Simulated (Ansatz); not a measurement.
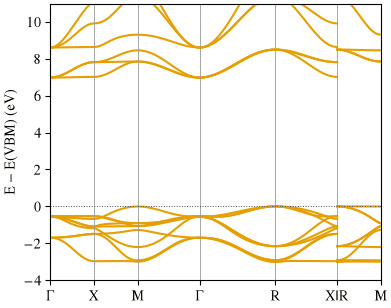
*Band structure from r²SCAN (plane waves, PAW; program Ansatz)*

Read off the gap and where the band edges lie.

About 7.0 eV (6.98 eV by a search for the band edges); maximum at R, minimum at Γ.

Pick the material that matches.
A) N, α-N2
B) CO2, Pa-3 (C on 4a, O on 8c)
C) ScF3, ReO3 type

C, ScF3, ReO3 type

Space group Pm-3m (ReO3 type). The first step of the workflow began from a Materials Project structure, measured or hypothetical; the Crystallography Open Database files this formula in space group No. 221, but the cells were not matched. Whether it is the stable phase at ambient conditions was not checked. The r²SCAN relaxation kept the symmetry of its start; phonons on a q-mesh show weakly imaginary modes. The run is not spin-polarised.

Potentials: the earlier of the program's two PAW sets.
